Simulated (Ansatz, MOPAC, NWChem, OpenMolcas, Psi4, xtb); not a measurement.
# How methods differ on SiH4O3 (SMILES O[SiH](O)O)

The runs start from one conformer, not always the lowest.

SiH4O3, singlet, SMILES `O[SiH](O)O`. Each level relaxes the structure for itself.

Quantity: the zero-point energy at each level's own minimum, in kJ/mol. The values are calculated.

```csv
level,kind,program,value (kJ/mol)
AM1,semi-empirical,MOPAC,127.1
PM3,semi-empirical,MOPAC,134.2
GFN2-xTB,semi-empirical,xtb,130.0
GFN1-xTB,semi-empirical,xtb,124.3
HF/3-21G,Hartree–Fock,NWChem,141.1
HF/6-31G* (spherical functions),Hartree–Fock,NWChem,144.5
HF/6-31G* (Cartesian functions),Hartree–Fock,OpenMolcas,144.8
PBE0-D4/def2-TZVP,global hybrid,Ansatz,136.0
wB97X-D/def2-SVP (density fitting),range-separated hybrid,Psi4,136.9
```

Harmonic and unscaled. The values span 124.3 to 144.8 kJ/mol.

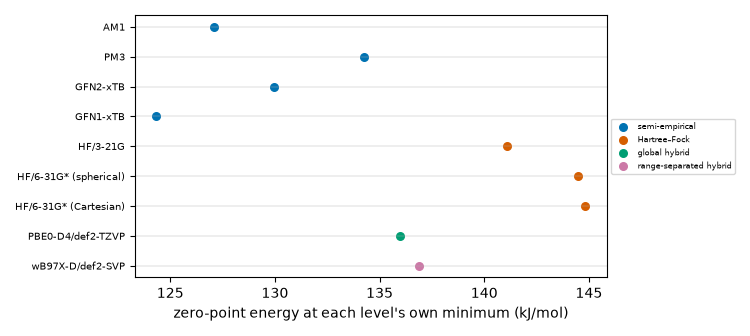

The values of the table, level by level.
